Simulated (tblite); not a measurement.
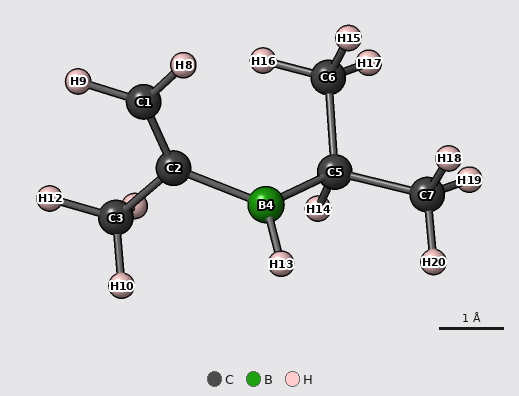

The starting structure (ball-and-stick view, seen at a tilt; atoms are numbered from 1 in the order of the input). Bond lengths as drawn: B–C 1.56 to 1.58 Å, B–H 1.17 Å, C–C 1.33 to 1.53 Å and C–H 1.08 to 1.10 Å.

## Saddle-point search, with input and output: C6H13B

C6H13B, computed with GFN2-xTB saddle search (eigenvector following) and harmonic vibrations, gas phase (tblite 0.8.0).

## Input
```
{"job": {"xc": "GFN2-xTB", "basis": "xTB", "kind": "saddle"}, "charge": 0, "multiplicity": 1}
C     -2.133814     1.236234    -0.098433
C     -1.505356     0.163789     0.362633
C     -2.193756    -1.181269     0.361799
B     -0.057037     0.086597     0.939180
C      1.164738    -0.233779    -0.012985
C      1.063811     0.347029    -1.428337
C      2.547977     0.064419     0.575221
H     -1.666083     2.206639    -0.115948
H     -3.146351     1.194807    -0.472336
H     -2.090476    -1.662607     1.333190
H     -1.727128    -1.830750    -0.378882
H     -3.250273    -1.081783     0.123218
H      0.097548     0.102610     2.101882
H      1.093433    -1.330072    -0.113513
H      1.198225     1.426218    -1.400727
H      0.089246     0.138748    -1.862057
H      1.830987    -0.072948    -2.077251
H      2.697773     1.138197     0.663477
H      3.334378    -0.335287    -0.063628
H      2.652161    -0.376792     1.563496
```

The first line tells a small driver script what to run in tblite; the rest is the geometry in Å.

Machine: 1 CPU thread, shared host.

Run as:
```bash
OMP_NUM_THREADS=1 python <driver script> task.json out
```

## Output
```
step      E/eV     max force
  0    -562.14763   0.0317
  1    -562.15203   0.0627
  2    -562.15098   0.0258
  3    -562.15286   0.0262
  4    -562.15407   0.0536
  5    -562.15365   0.0202
  6    -562.15400   0.0105
  7    -562.15443   0.0149
  8    -562.15492   0.0120
  9    -562.15543   0.0293
 10    -562.15521   0.0050
 11    -562.15549   0.0032
lowest wavenumbers (cm-1): -48.4 36.8 120.2 139.8 199.3 201.2
```

## Trajectory as extended XYZ (Å, eV, eV/Å), 11 of the 12 frames kept, from step=0 to step=11
```
20
Properties=species:S:1:pos:R:3:forces:R:3 step=0 energy=-562.14763
C    -2.1338    1.2362   -0.0984   -0.0070   0.0140  -0.0030
C    -1.5054    0.1638    0.3626    0.0080  -0.0250   0.0150
C    -2.1938   -1.1813    0.3618   -0.0070  -0.0030  -0.0040
B    -0.0570    0.0866    0.9392   -0.0020  -0.0010  -0.0030
C     1.1647   -0.2338   -0.0130    0.0020  -0.0070  -0.0030
C     1.0638    0.3470   -1.4283    0.0010  -0.0020   0.0040
C     2.5480    0.0644    0.5752    0.0030   0.0010   0.0010
H    -1.6661    2.2066   -0.1159    0.0120  -0.0080   0.0020
H    -3.1464    1.1948   -0.4723    0.0090   0.0040   0.0120
H    -2.0905   -1.6626    1.3332   -0.0200   0.0030  -0.0010
H    -1.7271   -1.8307   -0.3789   -0.0070  -0.0130  -0.0010
H    -3.2503   -1.0818    0.1232   -0.0050   0.0030  -0.0060
H     0.0975    0.1026    2.1019    0.0090   0.0300  -0.0050
H     1.0934   -1.3301   -0.1135    0.0110  -0.0090  -0.0110
H     1.1982    1.4262   -1.4007   -0.0090  -0.0020   0.0080
H     0.0892    0.1387   -1.8621    0.0010  -0.0030  -0.0070
H     1.8310   -0.0729   -2.0773    0.0080   0.0040   0.0070
H     2.6978    1.1382    0.6635   -0.0080   0.0060   0.0050
H     3.3344   -0.3353   -0.0636    0.0050   0.0090  -0.0070
H     2.6522   -0.3768    1.5635    0.0000   0.0000  -0.0020
20
Properties=species:S:1:pos:R:3:forces:R:3 step=1 energy=-562.15203
C    -2.1317    1.2511   -0.0527    0.0140  -0.0110   0.0080
C    -1.5025    0.1628    0.3709   -0.0200   0.0010   0.0030
C    -2.1916   -1.1811    0.3267   -0.0260  -0.0160   0.0010
B    -0.0516    0.0927    0.9442    0.0020   0.0010   0.0220
C     1.1661   -0.2493   -0.0074    0.0040  -0.0040   0.0010
C     1.0527    0.3110   -1.4305   -0.0070   0.0070  -0.0030
C     2.5485    0.0754    0.5699    0.0000   0.0020  -0.0020
H    -1.6626    2.2214   -0.0375    0.0010  -0.0210   0.0030
H    -3.1431    1.2224   -0.4303    0.0080   0.0020   0.0050
H    -2.1501   -1.6603    1.3060   -0.0140   0.0220  -0.0570
H    -1.6822   -1.8345   -0.3834   -0.0290   0.0140   0.0320
H    -3.2337   -1.0785    0.0247    0.0590  -0.0040   0.0160
H     0.1144    0.1660    2.1043    0.0000   0.0110  -0.0350
H     1.1074   -1.3474   -0.0924    0.0070   0.0010  -0.0050
H     1.1502    1.3950   -1.4144   -0.0070  -0.0250   0.0020
H     0.0878    0.0651   -1.8680    0.0220   0.0030   0.0060
H     1.8381   -0.0909   -2.0695   -0.0060   0.0080   0.0080
H     2.6775    1.1521    0.6579   -0.0050  -0.0030   0.0020
H     3.3377   -0.3083   -0.0756   -0.0020   0.0070  -0.0010
H     2.6689   -0.3646    1.5571   -0.0010   0.0040  -0.0040
20
Properties=species:S:1:pos:R:3:forces:R:3 step=2 energy=-562.15098
C    -2.1310    1.2405   -0.0777   -0.0060   0.0090  -0.0030
C    -1.5046    0.1591    0.3653    0.0090  -0.0150   0.0090
C    -2.1989   -1.1822    0.3486    0.0020   0.0040  -0.0010
B    -0.0539    0.0873    0.9375    0.0000  -0.0020  -0.0010
C     1.1672   -0.2437   -0.0130    0.0020  -0.0040  -0.0010
C     1.0622    0.3314   -1.4305    0.0010  -0.0010  -0.0010
C     2.5478    0.0697    0.5738    0.0030   0.0020   0.0000
H    -1.6586    2.2086   -0.0832    0.0100   0.0000   0.0020
H    -3.1444    1.2085   -0.4495    0.0060   0.0020   0.0060
H    -2.1201   -1.6631    1.3221   -0.0130  -0.0040   0.0160
H    -1.7214   -1.8357   -0.3808    0.0040  -0.0140  -0.0110
H    -3.2492   -1.0762    0.0884   -0.0230   0.0040  -0.0110
H     0.1079    0.1411    2.0980    0.0050   0.0160  -0.0020
H     1.1050   -1.3405   -0.1099    0.0060  -0.0060  -0.0050
H     1.1718    1.4134   -1.4038   -0.0070  -0.0010   0.0040
H     0.0959    0.1005   -1.8711    0.0000  -0.0030  -0.0040
H     1.8438   -0.0725   -2.0725    0.0020   0.0030   0.0050
H     2.6830    1.1451    0.6671   -0.0050   0.0030   0.0030
H     3.3383   -0.3163   -0.0685    0.0020   0.0070  -0.0030
H     2.6594   -0.3747    1.5598    0.0020   0.0000  -0.0010
20
Properties=species:S:1:pos:R:3:forces:R:3 step=3 energy=-562.15286
C    -2.1289    1.2481   -0.0522    0.0070  -0.0040   0.0040
C    -1.5029    0.1577    0.3705   -0.0070  -0.0010   0.0040
C    -2.1980   -1.1826    0.3287   -0.0120  -0.0050   0.0020
B    -0.0506    0.0915    0.9409    0.0020   0.0000   0.0160
C     1.1678   -0.2525   -0.0093    0.0020  -0.0020   0.0020
C     1.0553    0.3113   -1.4311   -0.0040   0.0030  -0.0020
C     2.5482    0.0755    0.5707    0.0010   0.0020  -0.0010
H    -1.6554    2.2159   -0.0390    0.0030  -0.0090   0.0020
H    -3.1412    1.2235   -0.4272    0.0050   0.0020   0.0020
H    -2.1539   -1.6631    1.3059   -0.0100   0.0100  -0.0220
H    -1.6971   -1.8379   -0.3844   -0.0100   0.0020   0.0110
H    -3.2401   -1.0742    0.0332    0.0210  -0.0010   0.0030
H     0.1181    0.1815    2.0990   -0.0010   0.0040  -0.0230
H     1.1125   -1.3502   -0.0976    0.0040   0.0000  -0.0020
H     1.1436    1.3957   -1.4109   -0.0050  -0.0120   0.0010
H     0.0947    0.0590   -1.8734    0.0110   0.0000   0.0030
H     1.8467   -0.0818   -2.0679   -0.0030   0.0050   0.0040
H     2.6715    1.1523    0.6654   -0.0030  -0.0010   0.0010
H     3.3398   -0.3002   -0.0765   -0.0010   0.0050   0.0000
H     2.6700   -0.3696    1.5553    0.0010   0.0030  -0.0030
20
Properties=species:S:1:pos:R:3:forces:R:3 step=4 energy=-562.15407
C    -2.1190    1.2559   -0.0283    0.0100  -0.0100   0.0060
C    -1.4999    0.1542    0.3761   -0.0210   0.0090  -0.0060
C    -2.2030   -1.1808    0.3095   -0.0190  -0.0100   0.0110
B    -0.0471    0.0844    0.9456   -0.0030  -0.0050  -0.0080
C     1.1707   -0.2609   -0.0052    0.0090  -0.0020  -0.0050
C     1.0465    0.2890   -1.4318   -0.0060   0.0060  -0.0020
C     2.5491    0.0906    0.5673   -0.0050   0.0040  -0.0040
H    -1.6396    2.2207    0.0043   -0.0040  -0.0160   0.0010
H    -3.1299    1.2439   -0.4079    0.0080   0.0020   0.0030
H    -2.1970   -1.6604    1.2893   -0.0060   0.0210  -0.0490
H    -1.6826   -1.8415   -0.3849   -0.0180   0.0100   0.0200
H    -3.2344   -1.0643   -0.0217    0.0490  -0.0040   0.0140
H     0.1257    0.1882    2.1004    0.0020   0.0020   0.0120
H     1.1291   -1.3601   -0.0831    0.0030   0.0090   0.0000
H     1.1125    1.3753   -1.4205   -0.0040  -0.0220   0.0000
H     0.0911    0.0135   -1.8723    0.0180   0.0030   0.0080
H     1.8460   -0.0933   -2.0650   -0.0060   0.0050   0.0020
H     2.6554    1.1697    0.6586   -0.0030  -0.0100   0.0000
H     3.3436   -0.2739   -0.0829   -0.0050   0.0040   0.0010
H     2.6828   -0.3501    1.5524   -0.0010   0.0050  -0.0040
20
Properties=species:S:1:pos:R:3:forces:R:3 step=6 energy=-562.15400
C    -2.1223    1.2530   -0.0311    0.0020   0.0000   0.0010
C    -1.5007    0.1540    0.3755   -0.0010  -0.0010   0.0020
C    -2.2011   -1.1821    0.3125   -0.0040  -0.0020   0.0010
B    -0.0474    0.0896    0.9443    0.0010  -0.0010   0.0080
C     1.1697   -0.2601   -0.0063    0.0010   0.0000   0.0010
C     1.0483    0.2941   -1.4312   -0.0010   0.0010  -0.0030
C     2.5488    0.0844    0.5675    0.0020   0.0020  -0.0010
H    -1.6449    2.2184   -0.0013    0.0020  -0.0020   0.0010
H    -3.1331    1.2380   -0.4102    0.0020   0.0010   0.0010
H    -2.1927   -1.6596    1.2918   -0.0040   0.0040  -0.0070
H    -1.6820   -1.8435   -0.3812   -0.0030   0.0010   0.0040
H    -3.2321   -1.0676   -0.0164    0.0070   0.0000   0.0000
H     0.1268    0.2039    2.0988   -0.0010  -0.0030  -0.0100
H     1.1239   -1.3586   -0.0877    0.0020   0.0000   0.0000
H     1.1161    1.3798   -1.4163   -0.0020  -0.0060  -0.0010
H     0.0934    0.0217   -1.8735    0.0040  -0.0010   0.0010
H     1.8479   -0.0873   -2.0649   -0.0030   0.0020   0.0020
H     2.6591    1.1626    0.6623   -0.0010  -0.0010   0.0000
H     3.3419   -0.2811   -0.0837   -0.0020   0.0030   0.0010
H     2.6804   -0.3597    1.5512    0.0010   0.0030  -0.0010
20
Properties=species:S:1:pos:R:3:forces:R:3 step=7 energy=-562.15443
C    -2.1223    1.2613   -0.0090    0.0070  -0.0040   0.0040
C    -1.4990    0.1568    0.3805   -0.0080   0.0020  -0.0020
C    -2.1961   -1.1798    0.2930   -0.0040   0.0020   0.0010
B    -0.0456    0.0919    0.9495    0.0000  -0.0010   0.0030
C     1.1696   -0.2647   -0.0011    0.0010  -0.0010  -0.0010
C     1.0411    0.2749   -1.4312   -0.0020   0.0010   0.0010
C     2.5489    0.0923    0.5648   -0.0010   0.0020   0.0000
H    -1.6473    2.2275    0.0390   -0.0020  -0.0090   0.0010
H    -3.1311    1.2501   -0.3933    0.0020   0.0020   0.0010
H    -2.2101   -1.6621    1.2702   -0.0010   0.0050  -0.0140
H    -1.6607   -1.8375   -0.3919   -0.0060   0.0040   0.0070
H    -3.2198   -1.0645   -0.0584    0.0140   0.0010   0.0040
H     0.1315    0.2173    2.1022    0.0000  -0.0020  -0.0040
H     1.1288   -1.3642   -0.0711    0.0020   0.0030   0.0000
H     1.0998    1.3613   -1.4268   -0.0020  -0.0070   0.0000
H     0.0879   -0.0095   -1.8695    0.0040  -0.0010   0.0030
H     1.8427   -0.1059   -2.0626   -0.0010   0.0000   0.0010
H     2.6538    1.1718    0.6494   -0.0020  -0.0030  -0.0010
H     3.3417   -0.2749   -0.0858    0.0000   0.0020   0.0010
H     2.6864   -0.3421    1.5522    0.0000   0.0030  -0.0030
20
Properties=species:S:1:pos:R:3:forces:R:3 step=8 energy=-562.15492
C    -2.1177    1.2693    0.0099    0.0060  -0.0060   0.0040
C    -1.4970    0.1581    0.3844   -0.0080   0.0040  -0.0030
C    -2.1959   -1.1758    0.2753    0.0030   0.0100   0.0060
B    -0.0442    0.0870    0.9542   -0.0010  -0.0010  -0.0030
C     1.1712   -0.2696    0.0039    0.0040  -0.0020  -0.0030
C     1.0350    0.2538   -1.4316   -0.0030   0.0020   0.0030
C     2.5486    0.1059    0.5631   -0.0040   0.0030   0.0010
H    -1.6414    2.2339    0.0737   -0.0020  -0.0080   0.0010
H    -3.1253    1.2655   -0.3780    0.0030   0.0010   0.0010
H    -2.2204   -1.6686    1.2467    0.0000   0.0020  -0.0010
H    -1.6564   -1.8275   -0.4110    0.0050  -0.0040  -0.0050
H    -3.2155   -1.0540   -0.0838   -0.0060   0.0030  -0.0030
H     0.1337    0.2116    2.1065    0.0000  -0.0010   0.0040
H     1.1402   -1.3703   -0.0539    0.0020   0.0070   0.0000
H     1.0812    1.3409   -1.4385   -0.0020  -0.0110   0.0000
H     0.0845   -0.0458   -1.8661    0.0080   0.0010   0.0050
H     1.8400   -0.1244   -2.0601   -0.0010   0.0010   0.0000
H     2.6435    1.1873    0.6365   -0.0020  -0.0070  -0.0010
H     3.3433   -0.2603   -0.0857    0.0000   0.0020   0.0000
H     2.6925   -0.3171    1.5545   -0.0020   0.0040  -0.0060
20
Properties=species:S:1:pos:R:3:forces:R:3 step=9 energy=-562.15543
C    -2.1082    1.2784    0.0307    0.0050  -0.0050   0.0030
C    -1.4939    0.1582    0.3891   -0.0110   0.0060  -0.0040
C    -2.1989   -1.1702    0.2567   -0.0110  -0.0050   0.0030
B    -0.0422    0.0747    0.9602   -0.0020  -0.0010  -0.0020
C     1.1741   -0.2752    0.0087    0.0070  -0.0030  -0.0020
C     1.0272    0.2296   -1.4322   -0.0030   0.0030   0.0020
C     2.5481    0.1255    0.5597   -0.0070   0.0040   0.0000
H    -1.6276    2.2395    0.1122   -0.0030  -0.0080   0.0010
H    -3.1143    1.2857   -0.3609    0.0050   0.0010   0.0020
H    -2.2470   -1.6683    1.2253    0.0000   0.0110  -0.0250
H    -1.6487   -1.8217   -0.4223   -0.0100   0.0050   0.0090
H    -3.2111   -1.0393   -0.1231    0.0270  -0.0030   0.0110
H     0.1358    0.1875    2.1138    0.0000  -0.0010   0.0030
H     1.1581   -1.3769   -0.0354    0.0020   0.0100   0.0000
H     1.0571    1.3172   -1.4517   -0.0020  -0.0130   0.0000
H     0.0805   -0.0890   -1.8615    0.0100   0.0020   0.0060
H     1.8365   -0.1438   -2.0581   -0.0020   0.0010   0.0000
H     2.6279    1.2091    0.6206   -0.0020  -0.0110  -0.0010
H     3.3459   -0.2368   -0.0873   -0.0010   0.0010   0.0000
H     2.7008   -0.2842    1.5554   -0.0030   0.0050  -0.0070
20
Properties=species:S:1:pos:R:3:forces:R:3 step=10 energy=-562.15521
C    -2.1119    1.2726    0.0175   -0.0010   0.0020   0.0000
C    -1.4954    0.1574    0.3861    0.0020   0.0000   0.0010
C    -2.1986   -1.1731    0.2687   -0.0030  -0.0040   0.0000
B    -0.0433    0.0793    0.9567    0.0000  -0.0010   0.0000
C     1.1729   -0.2720    0.0054    0.0000   0.0000   0.0010
C     1.0317    0.2444   -1.4317    0.0000  -0.0010  -0.0010
C     2.5481    0.1152    0.5612    0.0000   0.0010   0.0000
H    -1.6327    2.2349    0.0882    0.0020   0.0020   0.0010
H    -3.1189    1.2745   -0.3717    0.0000   0.0010   0.0000
H    -2.2365   -1.6652    1.2401   -0.0010   0.0000  -0.0030
H    -1.6537   -1.8277   -0.4110   -0.0030   0.0010   0.0000
H    -3.2137   -1.0466   -0.1022    0.0040   0.0000   0.0010
H     0.1343    0.1954    2.1100    0.0000  -0.0020   0.0020
H     1.1496   -1.3728   -0.0475    0.0010  -0.0020   0.0010
H     1.0698    1.3314   -1.4432   -0.0010   0.0010  -0.0010
H     0.0833   -0.0639   -1.8640    0.0000  -0.0020   0.0000
H     1.8389   -0.1305   -2.0595    0.0000   0.0000   0.0000
H     2.6354    1.1974    0.6301   -0.0010   0.0020  -0.0010
H     3.3446   -0.2479   -0.0871    0.0000   0.0010   0.0000
H     2.6961   -0.3026    1.5540    0.0010   0.0010   0.0010
20
Properties=species:S:1:pos:R:3:forces:R:3 step=11 energy=-562.15549
C    -2.1096    1.2790    0.0322    0.0020  -0.0020   0.0010
C    -1.4940    0.1593    0.3889   -0.0020   0.0010  -0.0010
C    -2.1975   -1.1696    0.2550    0.0010   0.0010   0.0000
B    -0.0424    0.0765    0.9601    0.0000  -0.0010   0.0000
C     1.1739   -0.2755    0.0092    0.0010  -0.0010  -0.0010
C     1.0276    0.2278   -1.4320   -0.0010   0.0000   0.0010
C     2.5475    0.1251    0.5600   -0.0010   0.0010   0.0000
H    -1.6301    2.2404    0.1148    0.0000  -0.0020   0.0010
H    -3.1156    1.2857   -0.3595    0.0010   0.0010   0.0010
H    -2.2389   -1.6720    1.2209    0.0000   0.0010  -0.0030
H    -1.6511   -1.8175   -0.4300    0.0000   0.0010   0.0000
H    -3.2113   -1.0386   -0.1176    0.0000   0.0010   0.0000
H     0.1355    0.1917    2.1135    0.0000  -0.0010   0.0000
H     1.1575   -1.3770   -0.0338    0.0010   0.0020   0.0000
H     1.0565    1.3151   -1.4525   -0.0010  -0.0030   0.0000
H     0.0817   -0.0919   -1.8615    0.0020  -0.0010   0.0010
H     1.8376   -0.1454   -2.0572    0.0000   0.0000   0.0000
H     2.6279    1.2085    0.6191   -0.0010  -0.0020  -0.0010
H     3.3454   -0.2387   -0.0861    0.0000   0.0010   0.0000
H     2.6995   -0.2829    1.5563    0.0000   0.0020  -0.0020
```

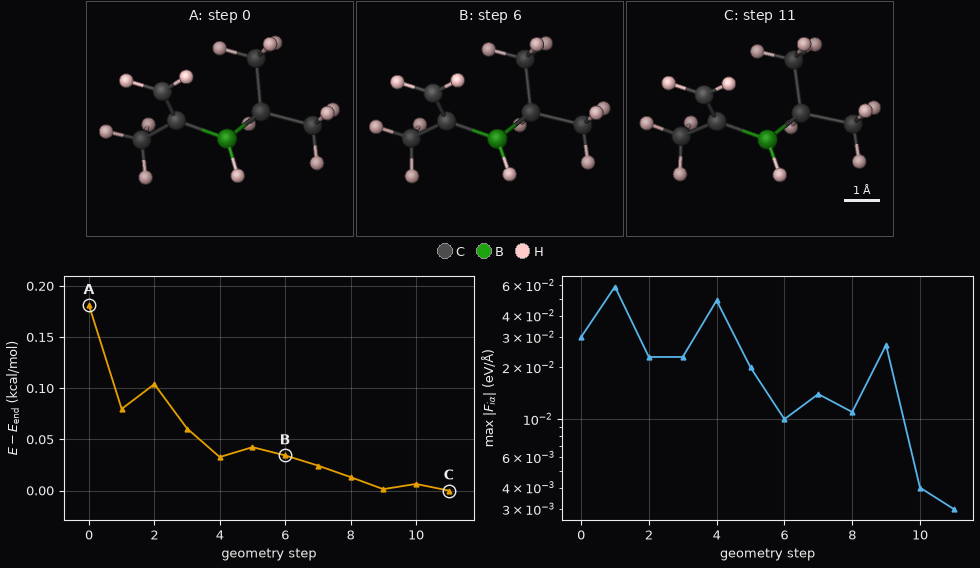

Frames of the saddle-point search (ball-and-stick view, seen at a tilt) above the curves, on which the letters mark them (steps are counted from 0).

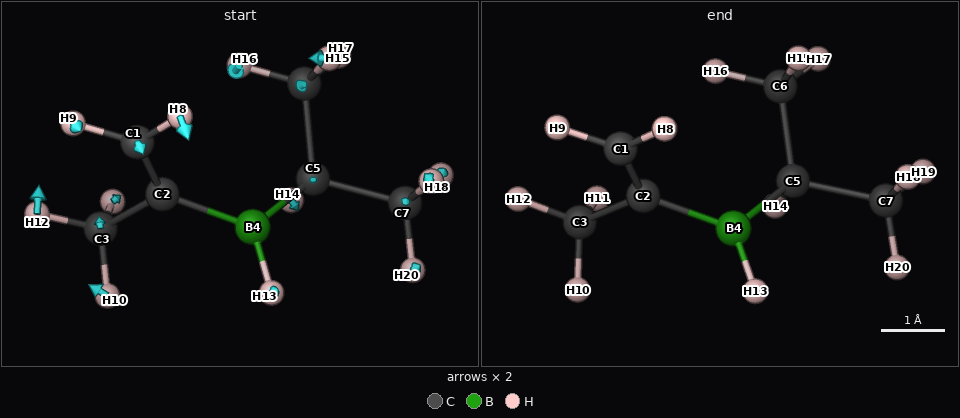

Before (left) and after (right) the saddle-point search, at one scale (ball-and-stick view, seen at a tilt). The teal arrows give the displacements, magnified 2 times. Over 11 geometry steps the energy falls by 0.18 kcal/mol. Largest force component: 0.03 eV/Å at the start, 0.003 eV/Å at the end. The atom that moves furthest after the best rigid fit is H12 (0.25 Å). By element the largest moves are H 0.25 Å, C 0.14 Å, B 0.03 Å. Among the angles that change: C3–C2–B4 112.3° → 114.8°, C1–C2–B4 127.5° → 125.0°. (Atoms are counted from 1 in the order of the input.)

## Key numbers

| quantity | value |
| --- | --- |
| outcome | converged |
| total energy | −562.1555 eV |
| point group | C1 |
| wall time | 4.2 s |
| peak memory | 0.19 GiB |
